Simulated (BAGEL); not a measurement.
# [AlF4]− (fluoroaluminate): levels of theory compared

Aim: a comparison of 6 runs (HF/STO-3G, HF/3-21G, B3LYP/6-31G*, B3LYP/6-311+G**, PBE0/6-311+G**, RI-MP2/6-311+G**) of [AlF4]− (fluoroaluminate). 

The calculation is run with BAGEL 1.2.2.

9 further runs of the same task are left out: 9 that didn't finish.

## Step 1: The system as given

[AlF4]− has 5 atoms, charge -1, and is taken as a singlet. As SMILES, `[F][Al-]([F])([F])[F]`. The coordinates come from a PBE0-D4/def2-TZVPD relaxation.

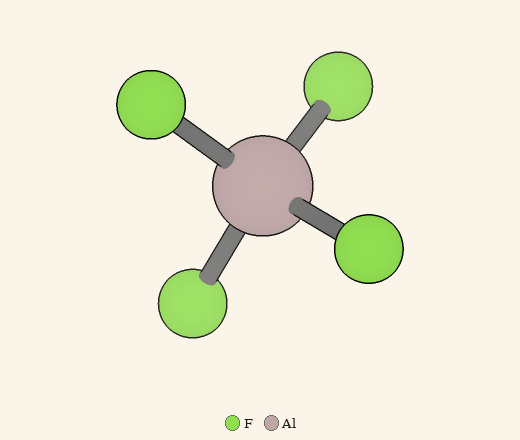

Viewed from a chosen angle; fluorine green, aluminium light grey.

## Step 2: The energy at HF/STO-3G (density fitting with qzvpp-jkfit) (run 1)

The input, input.json:

```json
{ "bagel" : [

{
  "title" : "molecule",
  "basis" : "sto-3g",
  "df_basis" : "qzvpp-jkfit",
  "angstrom" : true,
  "geometry" : [
    { "atom" : "F", "xyz" : [      -0.101500,      -0.294000,       1.660000 ] },
    { "atom" : "Al", "xyz" : [       0.000000,       0.000000,       0.000000 ] },
    { "atom" : "F", "xyz" : [      -1.343000,       0.895800,      -0.496200 ] },
    { "atom" : "F", "xyz" : [       0.034500,      -1.469900,      -0.831000 ] },
    { "atom" : "F", "xyz" : [       1.409900,       0.868100,      -0.332800 ] }
  ]
},

{
  "title" : "hf",
  "charge" : -1
},

{
  "title" : "print",
  "file" : "orbitals.molden",
  "orbitals" : true
}

]}
```

Command:

```console
BAGEL_NUM_THREADS=1 BAGEL input.json > input.out
```

The program printed:

```text
* using 1 threads per process

  ===============================================================
  ===============================================================

  *** Geometry ***

  { "atom" : "F", "xyz" : [     -0.191807,     -0.555579,      3.136945 ] },
  { "atom" : "Al", "xyz" : [      0.000000,      0.000000,      0.000000 ] },
  { "atom" : "F", "xyz" : [     -2.537902,      1.692817,     -0.937682 ] },
  { "atom" : "F", "xyz" : [      0.065196,     -2.777708,     -1.570362 ] },
  { "atom" : "F", "xyz" : [      2.664325,      1.640471,     -0.628901 ] },

  Number of auxiliary basis functions:      436

  Since a DF basis is specified, we compute 2- and 3-index integrals:
    o Being stored without compression. Storage requirement is 0.003 GB

  Number of basis functions:       29
  Number of electrons      :       49

    * METHOD: MOLECULE                             0.12

  *** RHF ***

  === Nuclear Repulsion ===
   239.8905060339

      * DIIS with orbital gradients will be used.

  === RHF iteration (sto-3g) ===
      0       -631.09469439          0.01985835           0.02
      1       -631.21534372          0.00262333           0.02
      2       -631.21703562          0.00056417           0.02
      3       -631.21719884          0.00010711           0.02
      4       -631.21720522          0.00000780           0.02
      5       -631.21720525          0.00000060           0.02
      6       -631.21720525          0.00000005           0.02
      7       -631.21720525          0.00000001           0.02
    * SCF iteration converged.

    * Permanent dipole moment:
           (   -0.000090,    -0.000003,     0.000001) a.u.

    * METHOD: HF                                   0.22

    * METHOD: PRINT                                0.00

  ===============================================================
```

It took 0.5 s on 1 thread of Arm Neoverse V2, shared host; peak memory 0.083 GiB.

## Step 3: A single-point energy at HF/3-21G (density fitting with qzvpp-jkfit) (run 2)

The input, job.json:

```json
{ "bagel": [

{
  "title": "molecule",
  "basis": "3-21g",
  "df_basis": "qzvpp-jkfit",
  "angstrom": true,
  "geometry": [
    { "atom": "F", "xyz": [   -0.101500,   -0.294000,    1.660000 ] },
    { "atom": "Al", "xyz": [    0.000000,    0.000000,    0.000000 ] },
    { "atom": "F", "xyz": [   -1.343000,    0.895800,   -0.496200 ] },
    { "atom": "F", "xyz": [    0.034500,   -1.469900,   -0.831000 ] },
    { "atom": "F", "xyz": [    1.409900,    0.868100,   -0.332800 ] }
  ]
},
{ "title": "hf", "charge": -1 },
{ "title": "print", "file": "orbitals.molden", "orbitals": true }

]}
```

Command:

```console
BAGEL_NUM_THREADS=1 BAGEL job.json > job.out
```

The program printed:

```text
* using 1 threads per process

  ===============================================================
  ===============================================================

  *** Geometry ***

  { "atom" : "F", "xyz" : [     -0.191807,     -0.555579,      3.136945 ] },
  { "atom" : "Al", "xyz" : [      0.000000,      0.000000,      0.000000 ] },
  { "atom" : "F", "xyz" : [     -2.537902,      1.692817,     -0.937682 ] },
  { "atom" : "F", "xyz" : [      0.065196,     -2.777708,     -1.570362 ] },
  { "atom" : "F", "xyz" : [      2.664325,      1.640471,     -0.628901 ] },

  Number of auxiliary basis functions:      436

  Since a DF basis is specified, we compute 2- and 3-index integrals:
    o Being stored without compression. Storage requirement is 0.008 GB

  Number of basis functions:       49
  Number of electrons      :       49

    * METHOD: MOLECULE                             0.10

  *** RHF ***

  === Nuclear Repulsion ===
   239.8905060339

      * DIIS with orbital gradients will be used.

  === RHF iteration (3-21g) ===
      0       -636.30708803          0.04042151           0.03
      1       -636.51903409          0.02113836           0.03
      2       -636.59029282          0.00048571           0.03
      3       -636.59041288          0.00006236           0.03
      4       -636.59041510          0.00000964           0.03
      5       -636.59041517          0.00000142           0.04
      6       -636.59041517          0.00000013           0.04
      7       -636.59041517          0.00000004           0.04
      8       -636.59041517          0.00000001           0.04
      9       -636.59041517          0.00000000           0.04
    * SCF iteration converged.

    * Permanent dipole moment:
           (   -0.000104,     0.000003,    -0.000001) a.u.

    * METHOD: HF                                   0.38

    * METHOD: PRINT                                0.00

  ===============================================================
```

Wall time 0.66 s (1 thread of Arm Neoverse V2, shared host); peak memory 0.083 GiB.

Runs 3 to 4 aren't shown in full; the table further down has their settings and results.

## Step 4: The energy at PBE0/6-311+G(d,p) (density fitting with qzvpp-jkfit) (run 5)

The input, dft.json:

```json
{ "bagel": [

{
  "title": "molecule",
  "basis": "6-311+gss.json",
  "df_basis": "qzvpp-jkfit",
  "angstrom": "true",
  "geometry": [
    { "atom": "F", "xyz": [      -0.101500,      -0.294000,       1.660000 ] },
    { "atom": "Al", "xyz": [       0.000000,       0.000000,       0.000000 ] },
    { "atom": "F", "xyz": [      -1.343000,       0.895800,      -0.496200 ] },
    { "atom": "F", "xyz": [       0.034500,      -1.469900,      -0.831000 ] },
    { "atom": "F", "xyz": [       1.409900,       0.868100,      -0.332800 ] }
  ]
},

{ "title": "ks", "xc_func": "pbe0", "charge": -1 },

{ "title": "print", "file": "orbitals.molden", "orbitals": "true" }

]}
```

The basis set 6-311+G** is read from a file made from the Basis Set Exchange's data (not shown).

Command:

```console
BAGEL_NUM_THREADS=1 BAGEL dft.json > dft.out
```

The program printed:

```text
* using 1 threads per process

  ===============================================================
  ===============================================================

  *** Geometry ***

  { "atom" : "F", "xyz" : [     -0.191807,     -0.555579,      3.136945 ] },
  { "atom" : "Al", "xyz" : [      0.000000,      0.000000,      0.000000 ] },
  { "atom" : "F", "xyz" : [     -2.537902,      1.692817,     -0.937682 ] },
  { "atom" : "F", "xyz" : [      0.065196,     -2.777708,     -1.570362 ] },
  { "atom" : "F", "xyz" : [      2.664325,      1.640471,     -0.628901 ] },

  Number of auxiliary basis functions:      436

  Since a DF basis is specified, we compute 2- and 3-index integrals:
    o Being stored without compression. Storage requirement is 0.049 GB

  Number of basis functions:      118
  Number of electrons      :       49

    * METHOD: MOLECULE                             0.20

  *** Kohn-Sham DFT ***

    * Removing 8252 points whose weight is below 1.00e-10
    * Grid points: 66278

  === Nuclear Repulsion ===
   239.8905060339

       - DIIS with orbital gradients will be used.

  === KS iteration (pbe0 / 6-311+gss.json) ===
      0       -536.31460392          0.29827265           0.37
      1       -496.85649086          0.18572928           0.39
      2       -583.24626971          0.23367068           0.36
      3       -633.60588630          0.12827590           0.36
      4       -635.02040198          0.09231595           0.39
      5       -640.54837975          0.04773011           0.36
      6       -641.73312546          0.01570895           0.36
      7       -641.83755693          0.00390652           0.40
      8       -641.84343683          0.00037021           0.35
      9       -641.84348580          0.00003888           0.38
     10       -641.84348609          0.00003075           0.39
     11       -641.84348642          0.00000180           0.35
     12       -641.84348642          0.00000020           0.39
     13       -641.84348642          0.00000007           0.39
     14       -641.84348642          0.00000002           0.34
     15       -641.84348642          0.00000000           0.39
    * SCF iteration converged.

    * Permanent dipole moment:
           (   -0.000109,    -0.000034,    -0.000004) a.u.

    * METHOD: KS                                   6.29

    * METHOD: PRINT                                0.02

  ===============================================================
```

It took 6.9 s on 1 thread of Arm Neoverse V2, shared host; peak memory 0.39 GiB.

## Step 5: A single-point energy at RI-MP2/6-311+G(d,p) (density fitting with qzvpp-jkfit) (run 6)

The input, job.json:

```json
{ "bagel": [

{
  "title": "molecule",
  "basis": "6-311+gss.json",
  "df_basis": "qzvpp-jkfit",
  "angstrom": true,
  "geometry": [
    { "atom": "F", "xyz": [      -0.101500,      -0.294000,       1.660000 ] },
    { "atom": "Al", "xyz": [       0.000000,       0.000000,       0.000000 ] },
    { "atom": "F", "xyz": [      -1.343000,       0.895800,      -0.496200 ] },
    { "atom": "F", "xyz": [       0.034500,      -1.469900,      -0.831000 ] },
    { "atom": "F", "xyz": [       1.409900,       0.868100,      -0.332800 ] }
  ]
},

{ "title": "hf", "charge": -1 },

{ "title": "mp2", "charge": -1, "ncore": 9 }

]}
```

The basis set 6-311+G** is read from a file made from the Basis Set Exchange's data (not shown).

Command:

```console
BAGEL_NUM_THREADS=1 BAGEL job.json > job.out
```

The program printed:

```text
* using 1 threads per process

  ===============================================================
  ===============================================================

  *** Geometry ***

  { "atom" : "F", "xyz" : [     -0.191807,     -0.555579,      3.136945 ] },
  { "atom" : "Al", "xyz" : [      0.000000,      0.000000,      0.000000 ] },
  { "atom" : "F", "xyz" : [     -2.537902,      1.692817,     -0.937682 ] },
  { "atom" : "F", "xyz" : [      0.065196,     -2.777708,     -1.570362 ] },
  { "atom" : "F", "xyz" : [      2.664325,      1.640471,     -0.628901 ] },

  Number of auxiliary basis functions:      436

  Since a DF basis is specified, we compute 2- and 3-index integrals:
    o Being stored without compression. Storage requirement is 0.049 GB

  Number of basis functions:      118
  Number of electrons      :       49

    * METHOD: MOLECULE                             0.20

  *** RHF ***

  === Nuclear Repulsion ===
   239.8905060339

      * DIIS with orbital gradients will be used.

  === RHF iteration (6-311+gss.json) ===
      0       -639.53386633          0.04012783           0.08
      1       -639.89614504          0.02927475           0.08
      2       -640.19077776          0.00098869           0.11
      3       -640.19144807          0.00013489           0.11
      4       -640.19146098          0.00002464           0.11
      5       -640.19146153          0.00000647           0.11
      6       -640.19146157          0.00000126           0.11
      7       -640.19146157          0.00000043           0.11
      8       -640.19146157          0.00000010           0.11
      9       -640.19146157          0.00000003           0.11
     10       -640.19146157          0.00000001           0.09
     11       -640.19146157          0.00000000           0.08
    * SCF iteration converged.

    * Permanent dipole moment:
           (   -0.000122,    -0.000019,     0.000005) a.u.

    * METHOD: HF                                   1.41

  *** RHF ***

  === Nuclear Repulsion ===
   239.8905060339

      * DIIS with orbital gradients will be used.

  === RHF iteration (6-311+gss.json) ===
      0       -640.19146157          0.00000000           0.11
    * SCF iteration converged.

    * Permanent dipole moment:
           (   -0.000122,    -0.000019,     0.000005) a.u.

  === DF-MP2 calculation ===

    * freezing 9 orbitals
    * 3-index integral transformation done
    * assembly done

      MP2 correlation energy:   -0.9103061673      0.11

      MP2 total energy:       -641.1017677413

    * METHOD: MP2                                  0.34

  ===============================================================
```

It took 2.1 s on 1 thread of Arm Neoverse V2, shared host; peak memory 0.14 GiB.

## Step 6: Overview of the runs

| run | level | frozen core orbitals | energy (Eh) | HOMO energy (eV) | LUMO energy (eV) | HOMO–LUMO gap (eV) | wall time |
| --- | --- | --- | --- | --- | --- | --- | --- |
| 1 | HF/STO-3G (density fitting with qzvpp-jkfit) | – | -631.217205 | -2.20 | 21.37 | 23.57 | 0.5 s |
| 2 | HF/3-21G (density fitting with qzvpp-jkfit) | – | -636.590415 | -9.56 | 10.01 | 19.57 | 0.66 s |
| 3 | B3LYP/6-31G* (density fitting with qzvpp-jkfit, spherical functions) | – | -642.166449 | -4.02 | 5.96 | 9.98 | 4.2 s |
| 4 | B3LYP/6-311+G** (density fitting with qzvpp-jkfit) | – | -642.370808 | -5.22 | 3.79 | 9.01 | 7.2 s |
| 5 | PBE0/6-311+G** (density fitting with qzvpp-jkfit) | – | -641.843486 | -5.51 | 4.05 | 9.56 | 6.9 s |
| 6 | RI-MP2/6-311+G** (density fitting with qzvpp-jkfit) | 9 | -641.101768 | – | – | – | 2.1 s |

## Step 7: Summary of results

```
                                          quantity          value
                               run 6: total energy  -641.10177 Eh
run 6: correlation energy (9 core orbitals frozen)     -910.3 mEh
```

In words: Over runs 1, 2, 3, 4, 5 the HOMO–LUMO gap runs from 9.01 eV (B3LYP/6-311+G**) to 23.57 eV (HF/STO-3G). The two ends differ in method and basis. The empty levels of an anion lie above zero and hang on the basis. Totals of different functionals can't be ranked against each other. In run 1 the basis is minimal, so the values are rough. All runs together took 22 s, the longest 7.2 s.
